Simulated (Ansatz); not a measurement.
# C4H5AlO: two geometries relaxed, part 1 of 2

Aim: relax the geometries before and after the shift of H11 from Al6 to C5, and see whether they are two minima and how far apart in energy. SMILES of the start: C=C(O)C#[C][AlH2].

Method: RKS PBE-D4/STO-3G, in Ansatz 0.2.0.

### 1 The starting structure

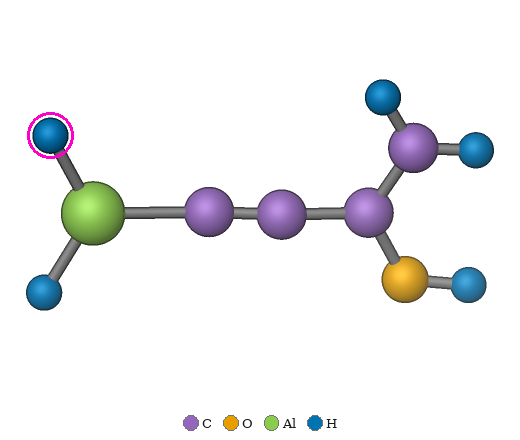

Start, viewed from a chosen angle; carbon purple, oxygen amber, aluminium green, hydrogen blue. Ringed: H11.

Coordinates:

```xyz
11

C    -0.1178   -1.6554    1.5254
C    -0.2160   -0.3031    1.2757
O    -0.4776    0.6062    2.2968
C     0.0529    0.2101   -0.0618
C     0.1409    0.6115   -1.1946
Al    0.3965    1.3080   -2.9791
H     0.0411   -2.3144    0.7157
H    -0.2706   -1.9765    2.5091
H    -0.5812    0.3164    3.3093
H     0.4728    2.8676   -3.2135
H     0.6244    0.2728   -4.1624
```

### 2 Relaxing end A

input.yaml

```yaml
crystal:
  periodic: [false, false, false]
  atoms:
    - { symbol: C, position_ang: [-0.1178, -1.6554, 1.5254] }
    - { symbol: C, position_ang: [-0.216, -0.3031, 1.2757] }
    - { symbol: O, position_ang: [-0.4776, 0.6062, 2.2968] }
    - { symbol: C, position_ang: [0.0529, 0.2101, -0.0618] }
    - { symbol: C, position_ang: [0.1409, 0.6115, -1.1946] }
    - { symbol: Al, position_ang: [0.3965, 1.308, -2.9791] }
    - { symbol: H, position_ang: [0.0411, -2.3144, 0.7157] }
    - { symbol: H, position_ang: [-0.2706, -1.9765, 2.5091] }
    - { symbol: H, position_ang: [-0.5812, 0.3164, 3.3093] }
    - { symbol: H, position_ang: [0.4728, 2.8676, -3.2135] }
    - { symbol: H, position_ang: [0.6244, 0.2728, -4.1624] }
basis:
  gaussian: { orbitals: STO-3G }
hamiltonian:
  xc: pbe
  dispersion: d4
relax:
  f_tol: 0.02
  max_steps: 50
```

Command:

```bash
$ ansatz run input.yaml --threads 1 --pin off --max-ram 2048MiB --backend cpu --events-out ev --progress --plain --runs-dir out
```

Log:

```text
Warning: RAYON_NUM_THREADS=1 ignored (pool sized by the plan → 1); use --threads N
The last accepted step is kept in <dir> (removed where the run ends without a failure and the disk answers)
Engine: ansatz 0.2.0, aarch64-unknown-linux-gnu
Functional definition: PBE
  parameter kappa = 0.804
  parameter beta = 0.06672455060314922
  exchange = pbe_x(kappa = kappa, mu = beta*pi^2/3)
  correlation = pbe_c(beta = beta)
562 factors; integrals over basis functions are off by at most 1.2e-5 eV
mean field evaluation 1: about -12696.0375 eV, gradient 3.0e1 eV
mean field evaluation 2: about -12692.1940 eV, gradient 4.5e1 eV
mean field evaluation 4: about -12698.8553 eV, gradient 3.5e0 eV
mean field evaluation 8: about -12698.7098 eV, gradient 2.5e-1 eV
mean field evaluation 16: about -12698.7101 eV, gradient 2.0e-5 eV
mean field -12698.71011834 eV, -466.6689893543 hartree, gradient 2.0e-5 eV, S^2 0.000000; 0 other end points of the search recorded, 0 dependent functions left out
the calculation of the forces begins
reference -12698.71014494 eV, -466.6689903315 hartree; 25, 25 occupied and 14, 14 virtual orbitals, 562 factors
relax step   1: F+E_penalty+E_count = -12698.92673826 eV  Δ(F+E_penalty+E_count) = +0.000e0 eV  max|allowed force component| = 3.984e0 eV/Å  Δτ_max = 0.0000 Å  (25 SCF iters, accepted)
these checks for a lower state are left out or cut short: starts, cluster_reference, orbital_swaps, neighbouring_geometries, increment
562 factors; integrals over basis functions are off by at most 1.3e-5 eV
mean field -12699.49290629 eV, -466.6977562808 hartree, gradient 2.5e-5 eV, S^2 0.000000; 0 other end points of the search recorded, 0 dependent functions left out
the calculation of the forces begins
reference -12699.49293221 eV, -466.6977572332 hartree; 25, 25 occupied and 14, 14 virtual orbitals, 562 factors
relax step   2: F+E_penalty+E_count = -12699.71067211 eV  Δ(F+E_penalty+E_count) = -7.839e-1 eV  max|allowed force component| = 1.566e0 eV/Å  Δτ_max = 0.1979 Å  (28 SCF iters, accepted)
these checks for a lower state are left out or cut short: starts, cluster_reference, orbital_swaps, neighbouring_geometries, increment
562 factors; integrals over basis functions are off by at most 1.5e-5 eV
mean field -12699.54838176 eV, -466.6997949667 hartree, gradient 2.6e-5 eV, S^2 0.000000; 0 other end points of the search recorded, 0 dependent functions left out
the calculation of the forces begins
reference -12699.54840760 eV, -466.6997959164 hartree; 25, 25 occupied and 14, 14 virtual orbitals, 562 factors
relax step   3: F+E_penalty+E_count = -12699.76603828 eV  Δ(F+E_penalty+E_count) = -5.537e-2 eV  max|allowed force component| = 7.076e-1 eV/Å  Δτ_max = 0.1037 Å  (28 SCF iters, accepted)
these checks for a lower state are left out or cut short: starts, cluster_reference, orbital_swaps, neighbouring_geometries, increment
562 factors; integrals over basis functions are off by at most 1.3e-5 eV
mean field evaluation 32: about -12699.6983 eV, gradient 2.7e-2 eV
mean field -12699.51690186 eV, -466.6986381016 hartree, gradient 2.1e-5 eV, S^2 0.000000; 0 other end points of the search recorded, 0 dependent functions left out
the calculation of the forces begins
reference -12699.51692776 eV, -466.6986390535 hartree; 25, 25 occupied and 14, 14 virtual orbitals, 562 factors
relax step   4: F+E_penalty+E_count = -12699.73475201 eV  Δ(F+E_penalty+E_count) = +3.129e-2 eV  max|allowed force component| = 1.603e0 eV/Å  Δτ_max = 0.0494 Å  (29 SCF iters, rejected (line search))
these checks for a lower state are left out or cut short: starts, cluster_reference, orbital_swaps, neighbouring_geometries, increment
562 factors; integrals over basis functions are off by at most 1.5e-5 eV
mean field -12699.57220868 eV, -466.7006705899 hartree, gradient 2.0e-5 eV, S^2 0.000000; 0 other end points of the search recorded, 0 dependent functions left out
the calculation of the forces begins
reference -12699.57223455 eV, -466.7006715404 hartree; 25, 25 occupied and 14, 14 virtual orbitals, 562 factors
relax step   5: F+E_penalty+E_count = -12699.78991949 eV  Δ(F+E_penalty+E_count) = -2.388e-2 eV  max|allowed force component| = 2.870e-1 eV/Å  Δτ_max = 0.0241 Å  (29 SCF iters, accepted)
these checks for a lower state are left out or cut short: starts, cluster_reference, orbital_swaps, neighbouring_geometries, increment
562 factors; integrals over basis functions are off by at most 1.6e-5 eV
mean field -12699.57862512 eV, -466.7009063895 hartree, gradient 2.0e-5 eV, S^2 0.000000; 0 other end points of the search recorded, 0 dependent functions left out
the calculation of the forces begins
reference -12699.57865103 eV, -466.7009073416 hartree; 25, 25 occupied and 14, 14 virtual orbitals, 562 factors
relax step   6: F+E_penalty+E_count = -12699.79628727 eV  Δ(F+E_penalty+E_count) = -6.368e-3 eV  max|allowed force component| = 9.639e-2 eV/Å  Δτ_max = 0.0324 Å  (28 SCF iters, accepted)
these checks for a lower state are left out or cut short: starts, cluster_reference, orbital_swaps, neighbouring_geometries, increment
562 factors; integrals over basis functions are off by at most 1.5e-5 eV
mean field -12699.58026026 eV, -466.7009664797 hartree, gradient 2.0e-5 eV, S^2 0.000000; 0 other end points of the search recorded, 0 dependent functions left out
the calculation of the forces begins
reference -12699.58028617 eV, -466.7009674320 hartree; 25, 25 occupied and 14, 14 virtual orbitals, 562 factors
relax step   7: F+E_penalty+E_count = -12699.79786371 eV  Δ(F+E_penalty+E_count) = -1.576e-3 eV  max|allowed force component| = 4.058e-2 eV/Å  Δτ_max = 0.0263 Å  (29 SCF iters, accepted)
these checks for a lower state are left out or cut short: starts, cluster_reference, orbital_swaps, neighbouring_geometries, increment
562 factors; integrals over basis functions are off by at most 1.5e-5 eV
mean field evaluation 64: about -12699.5805 eV, gradient 1.9e-5 eV
mean field -12699.58048474 eV, -466.7009747293 hartree, gradient 2.0e-5 eV, S^2 0.000000; 0 other end points of the search recorded, 0 dependent functions left out
the calculation of the forces begins
reference -12699.58051071 eV, -466.7009756837 hartree; 25, 25 occupied and 14, 14 virtual orbitals, 562 factors
relax step   8: F+E_penalty+E_count = -12699.79804274 eV  Δ(F+E_penalty+E_count) = -1.790e-4 eV  max|allowed force component| = 1.319e-2 eV/Å  Δτ_max = 0.0306 Å  (29 SCF iters, accepted)
562 factors; integrals over basis functions are off by at most 1.5e-5 eV
mean field -12699.58048474 eV, -466.7009747293 hartree, gradient 2.0e-5 eV, S^2 0.000000; 1 other end points of the search recorded, 0 dependent functions left out
the calculation of the forces begins
reference -12699.58051071 eV, -466.7009756837 hartree; 25, 25 occupied and 14, 14 virtual orbitals, 562 factors
Total energy: -12699.79806872 eV, -466.7089707930 hartree
Atom 0 at    -0.145412    -1.635770     1.569104 Å, force    -0.002234     0.001243     0.003010 eV/Å
Atom 1 at    -0.191490    -0.301818     1.261644 Å, force    -0.006349     0.009002     0.005822 eV/Å
Atom 2 at    -0.433815     0.737281     2.211850 Å, force     0.003681    -0.012068    -0.000544 eV/Å
Atom 3 at     0.003200     0.216519    -0.085548 Å, force    -0.003212     0.002365    -0.002028 eV/Å
Atom 4 at     0.167565     0.649498    -1.227048 Å, force     0.005582    -0.010136    -0.004321 eV/Å
Atom 5 at     0.423036     1.317634    -2.959028 Å, force     0.000981    -0.001271     0.003444 eV/Å
Atom 6 at     0.043254    -2.386281     0.791290 Å, force     0.002455    -0.000368    -0.002352 eV/Å
Atom 7 at    -0.295524    -1.993412     2.599055 Å, force     0.000305    -0.006143     0.001351 eV/Å
Atom 8 at    -0.546891     0.192501     3.089117 Å, force     0.001734     0.006579    -0.007573 eV/Å
Atom 9 at     0.431570     2.815125    -3.142584 Å, force    -0.000514     0.009890    -0.010003 eV/Å
Atom 10 at     0.609905     0.331923    -4.087251 Å, force    -0.002430     0.000907     0.013193 eV/Å
Dipole moment:     0.000657    -0.053357     0.017055 e Å
```

It took 21 s on 1 thread of Arm Neoverse V1, shared host; peak memory 0.13 GiB.

Step by step:

```
step  energy from step 1 (eV)  largest force component (eV/Å)
   1                   0.0000                          3.9836
   2                  -0.7839                          1.5663
   3                  -0.8393                          0.7076
  4x                  -0.8080                          1.6035
   5                  -0.8632                          0.2870
   6                  -0.8695                          0.0964
   7                  -0.8711                          0.0406
   8                  -0.8713                          0.0132
```

Step 1 is the start. 1 step was tried and not accepted (marked x).

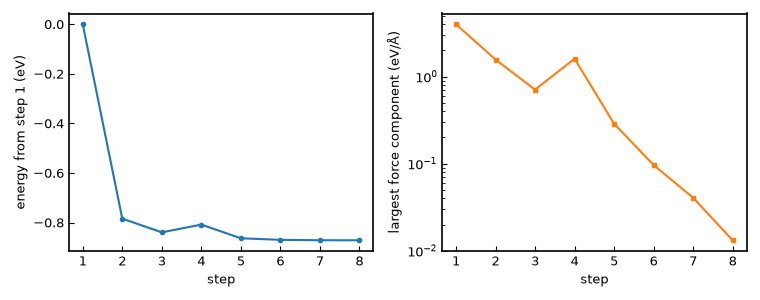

How energy and force went from step to step.

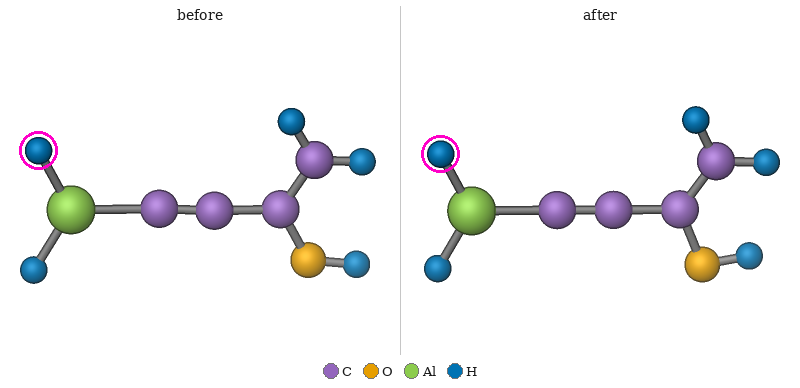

The structure before (left) and after (right), drawn at the same scale.

After: Bond lengths: C1–C2 1.370 Å, C2–O3 1.429 Å, C2–C4 1.457 Å, C4–C5 1.232 Å, C5–Al6 1.874 Å, C1–H7 1.097 Å, C1–H8 1.101 Å, O3–H9 1.039 Å, Al6–H10 1.509 Å, Al6–H11 1.510 Å. Angles: C1–C2–O3 124.4°, C1–C2–C4 123.3°, O3–C2–C4 112.3°, C2–C1–H7 120.9°, C2–C1–H8 121.5°, H7–C1–H8 117.7°, C2–O3–H9 101.5°, C2–C4–C5 179.7°, C4–C5–Al6 179.6°, C5–Al6–H10 117.8°, C5–Al6–H11 118.3°, H10–Al6–H11 123.8°.

### 3 End point B

The second end starts from a geometry with the move made by hand.

Edit input.yaml of step 2 so:

```diff
@@ -13,3 +13,3 @@
     - { symbol: H, position_ang: [0.4728, 2.8676, -3.2135] }
-    - { symbol: H, position_ang: [0.6244, 0.2728, -4.1624] }
+    - { symbol: H, position_ang: [-0.59662, 0.1861, -1.87518] }
 basis:
```

Command:

```bash
$ ansatz run input.yaml --threads 1 --pin off --max-ram 2048MiB --backend cpu --events-out ev --progress --plain --runs-dir out
```

Log:

```text
Warning: RAYON_NUM_THREADS=1 ignored (pool sized by the plan → 1); use --threads N
[... 7 set-up lines as earlier in the session ...]
569 factors; integrals over basis functions are off by at most 1.1e-5 eV
mean field evaluation 1: about -12682.3818 eV, gradient 4.2e1 eV
mean field evaluation 2: about -12583.8859 eV, gradient 1.2e2 eV
mean field evaluation 4: about -12688.2855 eV, gradient 2.5e1 eV
mean field evaluation 8: about -12687.5873 eV, gradient 2.4e1 eV
mean field evaluation 16: about -12693.0185 eV, gradient 4.4e-2 eV
mean field -12693.07330740 eV, -466.4618403729 hartree, gradient 2.0e-5 eV, S^2 0.000000; 2 other end points of the search recorded, 0 dependent functions left out
the calculation of the forces begins
reference -12693.07333380 eV, -466.4618413430 hartree; 25, 25 occupied and 14, 14 virtual orbitals, 569 factors
relax step   1: F+E_penalty+E_count = -12693.29744906 eV  Δ(F+E_penalty+E_count) = +0.000e0 eV  max|allowed force component| = 1.034e1 eV/Å  Δτ_max = 0.0000 Å  (98 SCF iters, accepted)
these checks for a lower state are left out or cut short: starts, cluster_reference, orbital_swaps, neighbouring_geometries, increment
569 factors; integrals over basis functions are off by at most 3.1e-5 eV
mean field evaluation 32: about -12694.6863 eV, gradient 3.6e-1 eV
mean field -12694.68771222 eV, -466.5211686558 hartree, gradient 1.6e-5 eV, S^2 0.000000; 1 other end points of the search recorded, 0 dependent functions left out
the calculation of the forces begins
reference -12694.68773818 eV, -466.5211696096 hartree; 25, 25 occupied and 14, 14 virtual orbitals, 569 factors
relax step   2: F+E_penalty+E_count = -12694.90909016 eV  Δ(F+E_penalty+E_count) = -1.612e0 eV  max|allowed force component| = 1.923e0 eV/Å  Δτ_max = 0.1949 Å  (69 SCF iters, accepted)
these checks for a lower state are left out or cut short: starts, cluster_reference, orbital_swaps, neighbouring_geometries, increment
569 factors; integrals over basis functions are off by at most 4.7e-5 eV
mean field -12695.03116774 eV, -466.5337904131 hartree, gradient 1.7e-5 eV, S^2 0.000000; 1 other end points of the search recorded, 0 dependent functions left out
the calculation of the forces begins
reference -12695.03119363 eV, -466.5337913649 hartree; 25, 25 occupied and 14, 14 virtual orbitals, 569 factors
relax step   3: F+E_penalty+E_count = -12695.25212762 eV  Δ(F+E_penalty+E_count) = -3.430e-1 eV  max|allowed force component| = 2.453e0 eV/Å  Δτ_max = 0.1412 Å  (56 SCF iters, accepted)
these checks for a lower state are left out or cut short: starts, cluster_reference, orbital_swaps, neighbouring_geometries, increment
570 factors; integrals over basis functions are off by at most 2.1e-5 eV
mean field -12695.64190542 eV, -466.5562346089 hartree, gradient 1.6e-5 eV, S^2 0.000000; 0 other end points of the search recorded, 0 dependent functions left out
the calculation of the forces begins
reference -12695.64193121 eV, -466.5562355569 hartree; 25, 25 occupied and 14, 14 virtual orbitals, 570 factors
relax step   4: F+E_penalty+E_count = -12695.86485688 eV  Δ(F+E_penalty+E_count) = -6.127e-1 eV  max|allowed force component| = 2.653e0 eV/Å  Δτ_max = 0.1952 Å  (38 SCF iters, accepted)
these checks for a lower state are left out or cut short: starts, cluster_reference, orbital_swaps, neighbouring_geometries, increment
569 factors; integrals over basis functions are off by at most 3.6e-5 eV
mean field evaluation 64: about -12696.2971 eV, gradient 7.5e0 eV
mean field -12696.66923643 eV, -466.5939883273 hartree, gradient 2.5e-5 eV, S^2 0.000000; 0 other end points of the search recorded, 0 dependent functions left out
the calculation of the forces begins
reference -12696.66926178 eV, -466.5939892587 hartree; 25, 25 occupied and 14, 14 virtual orbitals, 569 factors
relax step   5: F+E_penalty+E_count = -12696.89300307 eV  Δ(F+E_penalty+E_count) = -1.028e0 eV  max|allowed force component| = 2.781e0 eV/Å  Δτ_max = 0.1947 Å  (37 SCF iters, accepted)
these checks for a lower state are left out or cut short: starts, cluster_reference, orbital_swaps, neighbouring_geometries, increment
569 factors; integrals over basis functions are off by at most 2.4e-5 eV
mean field -12697.62977049 eV, -466.6292873031 hartree, gradient 2.4e-5 eV, S^2 0.000000; 0 other end points of the search recorded, 0 dependent functions left out
the calculation of the forces begins
reference -12697.62979575 eV, -466.6292882311 hartree; 25, 25 occupied and 14, 14 virtual orbitals, 569 factors
relax step   6: F+E_penalty+E_count = -12697.85331723 eV  Δ(F+E_penalty+E_count) = -9.603e-1 eV  max|allowed force component| = 3.644e0 eV/Å  Δτ_max = 0.1946 Å  (35 SCF iters, accepted)
these checks for a lower state are left out or cut short: starts, cluster_reference, orbital_swaps, neighbouring_geometries, increment
569 factors; integrals over basis functions are off by at most 2.2e-5 eV
mean field -12698.47034268 eV, -466.6601777613 hartree, gradient 1.3e-5 eV, S^2 0.000000; 0 other end points of the search recorded, 0 dependent functions left out
the calculation of the forces begins
reference -12698.47036800 eV, -466.6601786915 hartree; 25, 25 occupied and 14, 14 virtual orbitals, 569 factors
relax step   7: F+E_penalty+E_count = -12698.69370663 eV  Δ(F+E_penalty+E_count) = -8.404e-1 eV  max|allowed force component| = 2.939e0 eV/Å  Δτ_max = 0.1943 Å  (29 SCF iters, accepted)
these checks for a lower state are left out or cut short: starts, cluster_reference, orbital_swaps, neighbouring_geometries, increment
569 factors; integrals over basis functions are off by at most 2.0e-5 eV
mean field -12699.03692620 eV, -466.6809993216 hartree, gradient 2.2e-5 eV, S^2 0.000000; 0 other end points of the search recorded, 0 dependent functions left out
the calculation of the forces begins
[...]
relax step   8: F+E_penalty+E_count = -12699.26027797 eV  Δ(F+E_penalty+E_count) = -5.666e-1 eV  max|allowed force component| = 1.727e0 eV/Å  Δτ_max = 0.1949 Å  (28 SCF iters, accepted)
relax step   9: F+E_penalty+E_count = -12699.50494228 eV  Δ(F+E_penalty+E_count) = -2.447e-1 eV  max|allowed force component| = 4.889e-1 eV/Å  Δτ_max = 0.1997 Å  (28 SCF iters, accepted)
relax step  10: F+E_penalty+E_count = -12699.61722015 eV  Δ(F+E_penalty+E_count) = -1.123e-1 eV  max|allowed force component| = 3.026e-1 eV/Å  Δτ_max = 0.2000 Å  (28 SCF iters, accepted)
relax step  11: F+E_penalty+E_count = -12699.69151114 eV  Δ(F+E_penalty+E_count) = -7.429e-2 eV  max|allowed force component| = 4.411e-1 eV/Å  Δτ_max = 0.2000 Å  (27 SCF iters, accepted)
relax step  12: F+E_penalty+E_count = -12699.73959198 eV  Δ(F+E_penalty+E_count) = -4.808e-2 eV  max|allowed force component| = 7.237e-1 eV/Å  Δτ_max = 0.2000 Å  (27 SCF iters, accepted)
relax step  13: F+E_penalty+E_count = -12699.77517865 eV  Δ(F+E_penalty+E_count) = -3.559e-2 eV  max|allowed force component| = 1.922e-1 eV/Å  Δτ_max = 0.2000 Å  (27 SCF iters, accepted)
relax step  14: F+E_penalty+E_count = -12699.77834694 eV  Δ(F+E_penalty+E_count) = -3.168e-3 eV  max|allowed force component| = 2.908e-1 eV/Å  Δτ_max = 0.2000 Å  (27 SCF iters, accepted)
relax step  15: F+E_penalty+E_count = -12699.67888854 eV  Δ(F+E_penalty+E_count) = +9.946e-2 eV  max|allowed force component| = 2.655e0 eV/Å  Δτ_max = 0.0636 Å  (28 SCF iters, rejected (line search))
relax step  16: F+E_penalty+E_count = -12699.78549459 eV  Δ(F+E_penalty+E_count) = -7.148e-3 eV  max|allowed force component| = 1.564e-1 eV/Å  Δτ_max = 0.0310 Å  (29 SCF iters, accepted)
relax step  17: F+E_penalty+E_count = -12699.79067961 eV  Δ(F+E_penalty+E_count) = -5.185e-3 eV  max|allowed force component| = 1.569e-2 eV/Å  Δτ_max = 0.0694 Å  (28 SCF iters, accepted)
relax step  18: F+E_penalty+E_count = -12699.79136166 eV  Δ(F+E_penalty+E_count) = -6.820e-4 eV  max|allowed force component| = 8.210e-2 eV/Å  Δτ_max = 0.0791 Å  (28 SCF iters, accepted)
relax step  19: F+E_penalty+E_count = -12699.79188533 eV  Δ(F+E_penalty+E_count) = -5.237e-4 eV  max|allowed force component| = 7.906e-2 eV/Å  Δτ_max = 0.0365 Å  (29 SCF iters, accepted)
relax step  20: F+E_penalty+E_count = -12699.79129668 eV  Δ(F+E_penalty+E_count) = +5.887e-4 eV  max|allowed force component| = 1.519e-1 eV/Å  Δτ_max = 0.1199 Å  (28 SCF iters, rejected (line search))
relax step  21: F+E_penalty+E_count = -12699.79332455 eV  Δ(F+E_penalty+E_count) = -1.439e-3 eV  max|allowed force component| = 3.882e-2 eV/Å  Δτ_max = 0.0585 Å  (28 SCF iters, accepted)
relax step  22: F+E_penalty+E_count = -12699.79433602 eV  Δ(F+E_penalty+E_count) = -1.011e-3 eV  max|allowed force component| = 6.734e-2 eV/Å  Δτ_max = 0.0978 Å  (28 SCF iters, accepted)
relax step  23: F+E_penalty+E_count = -12699.79476370 eV  Δ(F+E_penalty+E_count) = -4.277e-4 eV  max|allowed force component| = 6.179e-2 eV/Å  Δτ_max = 0.0288 Å  (29 SCF iters, accepted)
relax step  24: F+E_penalty+E_count = -12699.79586179 eV  Δ(F+E_penalty+E_count) = -1.098e-3 eV  max|allowed force component| = 3.956e-2 eV/Å  Δτ_max = 0.0731 Å  (28 SCF iters, accepted)
relax step  25: F+E_penalty+E_count = -12699.79629167 eV  Δ(F+E_penalty+E_count) = -4.299e-4 eV  max|allowed force component| = 7.702e-2 eV/Å  Δτ_max = 0.0975 Å  (28 SCF iters, accepted)
relax step  26: F+E_penalty+E_count = -12699.79434514 eV  Δ(F+E_penalty+E_count) = +1.947e-3 eV  max|allowed force component| = 1.494e-1 eV/Å  Δτ_max = 0.0828 Å  (28 SCF iters, rejected (line search))
```

(Continued in part 2 of 2.)
